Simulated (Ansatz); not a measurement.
**Nudged elastic band, with input and output: SiC18 (part 4 of 4)**

Continued. System: SiC18 (slab, 19 atoms in the cell). Method: DFT PBE, scalar-relativistic, plane waves, PAW, spin-polarised (Ansatz 0.2.0); cutoff 420 eV, 2×2×1 k-mesh, Fermi–Dirac smearing of 0.02 eV, collinear spins. It belongs to a series of runs on one base structure; here: band between the two ends.

Geometry of the input (Å; fractional positions):
```
7.3980  0.0000  0.0000
-3.6990  6.4069  0.0000
0.0000  0.0000  11.0000
C  0.0052  0.0018  0.0866
C  0.2268  0.1117  0.0860
C  0.0041  0.3347  0.0859
C  0.2257  0.4447  0.0866
C  0.0050  0.6677  0.0909
C  0.2258  0.7787  0.0909
C  0.3377  0.0009  0.0893
C  0.5600  0.1128  0.0899
C  0.3369  0.3333  0.0861
C  0.5580  0.4426  0.0912
C  0.3351  0.6658  0.0923
C  0.5591  0.7798  0.0960
C  0.6729  0.0038  0.0913
C  0.8940  0.1132  0.0861
C  0.6708  0.3337  0.0899
C  0.8931  0.4455  0.0893
C  0.6717  0.6666  0.0960
C  0.8957  0.7806  0.0923
Si 0.6159  0.7238  0.2790
```

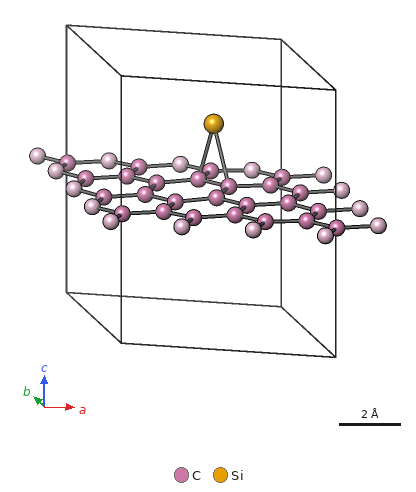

*The structure as given in the input (ball-and-stick view of the cell of the calculation, with the vacuum cut short, seen slightly off an axis; neighbours outside the cell are drawn fainter). An atom can appear more than once, as a periodic image.*

The last band as extended XYZ (Å, eV, eV/Å):
```
19
Lattice="7.3980 0.0000 0.0000 -3.6990 6.4069 0.0000 0.0000 0.0000 11.0000" Properties=species:S:1:pos:R:3:forces:R:3 image=0 energy=-5148.75042
C     0.0318    0.0116    0.9524   -0.0037  -0.0048  -0.0018
C     1.2645    0.7159    0.9456    0.0011   0.0026  -0.0036
C    -1.2081    2.1445    0.9452    0.0016  -0.0043  -0.0017
C     0.0247    2.8489    0.9521   -0.0012   0.0029  -0.0004
C    -2.4332    4.2781    1.0003   -0.0024  -0.0023  -0.0010
C    -1.2096    4.9888    1.0001    0.0026   0.0067  -0.0025
C     2.4952    0.0057    0.9821   -0.0025  -0.0038   0.0028
C     3.7255    0.7225    0.9887   -0.0020   0.0030   0.0003
C     1.2594    2.1355    0.9469   -0.0019  -0.0015   0.0013
C     2.4905    2.8359    1.0037   -0.0090  -0.0040   0.0039
C     0.0160    4.2657    1.0149   -0.0054  -0.0053  -0.0034
C     1.2515    4.9960    1.0558    0.0008   0.0044   0.0023
C     4.9640    0.0245    1.0041    0.0036  -0.0092   0.0023
C     6.1952    0.7250    0.9468    0.0028   0.0002   0.0026
C     3.7287    2.1377    0.9885    0.0068  -0.0019   0.0009
C     4.9593    2.8545    0.9820   -0.0030   0.0042   0.0014
C     2.5036    4.2708    1.0559    0.0032   0.0100   0.0026
C     3.7391    5.0014    1.0156    0.0091   0.0054  -0.0053
Si    1.8792    4.6374    3.0692   -0.0006  -0.0024  -0.0009
19
Lattice="7.3980 0.0000 0.0000 -3.6990 6.4069 0.0000 0.0000 0.0000 11.0000" Properties=species:S:1:pos:R:3:forces:R:3 image=1 energy=-5148.70722
C     0.0259    0.0202    0.9868   -0.0008   0.0001   0.0003
C     1.2619    0.7141    0.9710    0.0004  -0.0008   0.0001
C    -1.2049    2.1454    0.9424    0.0000  -0.0009  -0.0002
C     0.0280    2.8519    0.9707    0.0000   0.0005   0.0002
C    -2.4291    4.2690    1.0348   -0.0001   0.0007   0.0002
C    -1.2049    4.9829    1.0325   -0.0003  -0.0016   0.0001
C     2.4940    0.0031    1.0022   -0.0014   0.0013  -0.0002
C     3.7262    0.7140    0.9703    0.0015  -0.0006  -0.0003
C     1.2583    2.1334    0.9473    0.0009   0.0012   0.0003
C     2.4941    2.8266    0.9559    0.0005  -0.0005  -0.0038
C     0.0193    4.2692    1.0342   -0.0001   0.0016  -0.0004
C     1.2562    4.9942    1.0684    0.0004   0.0006  -0.0015
C     4.9620    0.0201    0.9857   -0.0020  -0.0011  -0.0005
C     6.1931    0.7279    0.9366    0.0006   0.0025  -0.0010
C     3.7298    2.1334    0.9470   -0.0020   0.0006   0.0002
C     4.9602    2.8519    0.9705    0.0003   0.0007   0.0000
C     2.4939    4.2582    0.9979   -0.0036  -0.0068   0.0006
C     3.7318    4.9941    1.0694   -0.0007   0.0003   0.0028
Si    2.4980    4.6910    3.0265    0.0065   0.0024   0.0032
19
Lattice="7.3980 0.0000 0.0000 -3.6990 6.4069 0.0000 0.0000 0.0000 11.0000" Properties=species:S:1:pos:R:3:forces:R:3 image=2 energy=-5148.75050
C     0.0240    0.0239    1.0092    0.0032   0.0004   0.0006
C     1.2628    0.7228    0.9939   -0.0003   0.0000  -0.0008
C    -1.2014    2.1442    0.9451   -0.0006   0.0004  -0.0002
C     0.0291    2.8546    0.9822   -0.0007  -0.0003  -0.0002
C    -2.4250    4.2657    1.0097   -0.0005   0.0008   0.0002
C    -1.2002    4.9891    0.9945   -0.0007  -0.0007   0.0004
C     2.4931    0.0060    0.9818    0.0007  -0.0001   0.0002
C     3.7235    0.7163    0.9450    0.0003   0.0012   0.0000
C     1.2593    2.1379    0.9941    0.0017  -0.0006   0.0006
C     2.4981    2.8367    1.0095    0.0010   0.0020  -0.0002
C     0.0235    4.2785    0.9948    0.0004   0.0008  -0.0008
C     1.2482    5.0018    1.0102   -0.0010  -0.0013  -0.0006
C     4.9559    0.0116    0.9497    0.0001  -0.0004  -0.0003
C     6.1908    0.7246    0.9494   -0.0007   0.0007  -0.0003
C     3.7293    2.1360    0.9492   -0.0011  -0.0004   0.0003
C     4.9642    2.8490    0.9495    0.0009   0.0001   0.0002
C     2.4841    4.2720    1.0566    0.0004  -0.0005   0.0005
C     3.7372    4.9955    1.0558   -0.0015  -0.0017   0.0000
Si    3.1137    4.6343    3.0697   -0.0018  -0.0003   0.0001
19
Lattice="7.3980 0.0000 0.0000 -3.6990 6.4069 0.0000 0.0000 0.0000 11.0000" Properties=species:S:1:pos:R:3:forces:R:3 image=3 energy=-5148.70720
C     0.0281    0.0343    0.9554    0.0028   0.0014  -0.0012
C     1.2639    0.7274    0.9467   -0.0026  -0.0012   0.0002
C    -1.2041    2.1467    0.9704    0.0044   0.0005   0.0003
C     0.0282    2.8576    1.0022   -0.0052  -0.0007  -0.0002
C    -2.4331    4.2735    1.0688    0.0027   0.0009   0.0017
C    -1.1960    4.9985    1.0344   -0.0021  -0.0003   0.0000
C     2.4942    0.0088    0.9703    0.0015  -0.0016   0.0003
C     3.7271    0.7154    0.9422    0.0017   0.0007   0.0002
C     1.2603    2.1468    0.9706    0.0051   0.0009   0.0000
C     2.4963    2.8406    0.9865   -0.0050   0.0031  -0.0007
C     0.0282    4.2848    1.0327    0.0013   0.0008  -0.0002
C     1.2524    4.9985    1.0351   -0.0016  -0.0023   0.0002
C     4.9600    0.0088    0.9707    0.0008   0.0019  -0.0004
C     6.1904    0.7274    0.9470   -0.0013  -0.0006  -0.0001
C     3.7271    2.1328    0.9363    0.0048  -0.0015   0.0000
C     4.9581    2.8406    0.9860   -0.0055   0.0007   0.0012
C     2.4895    4.2735    1.0699    0.0022  -0.0023  -0.0050
C     3.7272    5.0096    0.9981   -0.0045   0.0000   0.0042
Si    3.7291    4.5747    3.0268    0.0006  -0.0003  -0.0004
19
Lattice="7.3980 0.0000 0.0000 -3.6990 6.4069 0.0000 0.0000 0.0000 11.0000" Properties=species:S:1:pos:R:3:forces:R:3 image=4 energy=-5148.75042
C     0.0320    0.0245    1.0041    0.0036  -0.0092   0.0023
C     1.2632    0.7250    0.9468    0.0028   0.0002   0.0026
C    -1.2033    2.1377    0.9885    0.0068  -0.0019   0.0009
C     0.0273    2.8545    0.9820   -0.0029   0.0042   0.0014
C    -2.4284    4.2708    1.0559    0.0032   0.0100   0.0026
C    -1.1929    5.0014    1.0156    0.0092   0.0054  -0.0053
C     2.4978    0.0116    0.9524   -0.0037  -0.0048  -0.0018
C     3.7305    0.7159    0.9456    0.0011   0.0026  -0.0036
C     1.2579    2.1445    0.9452    0.0016  -0.0043  -0.0017
C     2.4907    2.8489    0.9521   -0.0013   0.0029  -0.0004
C     0.0328    4.2781    1.0003   -0.0024  -0.0023  -0.0010
C     1.2564    4.9888    1.0001    0.0025   0.0067  -0.0025
C     4.9612    0.0057    0.9821   -0.0025  -0.0038   0.0028
C     6.1915    0.7225    0.9887   -0.0020   0.0030   0.0003
C     3.7254    2.1355    0.9469   -0.0019  -0.0015   0.0013
C     4.9565    2.8359    1.0037   -0.0090  -0.0040   0.0039
C     2.4820    4.2657    1.0149   -0.0054  -0.0053  -0.0034
C     3.7175    4.9960    1.0558    0.0007   0.0045   0.0023
Si    4.3452    4.6374    3.0692   -0.0006  -0.0024  -0.0009
```

Key numbers:

```json
{"quantity": "outcome", "value": "converged"}
{"quantity": "barrier, forward", "value": "0.043 eV"}
{"quantity": "barrier, backward", "value": "0.043 eV"}
{"quantity": "electrons treated", "value": "76"}
{"quantity": "hardware", "value": "2 threads of AMD EPYC (Zen 5), 16 GiB of memory available, shared host"}
{"quantity": "wall time", "value": "4 min (CPU time 6.8 min)"}
{"quantity": "peak memory", "value": "1.8 GiB"}
```

Notes:

The k-point mesh is coarse for a cell of this size, so the results may not be converged.
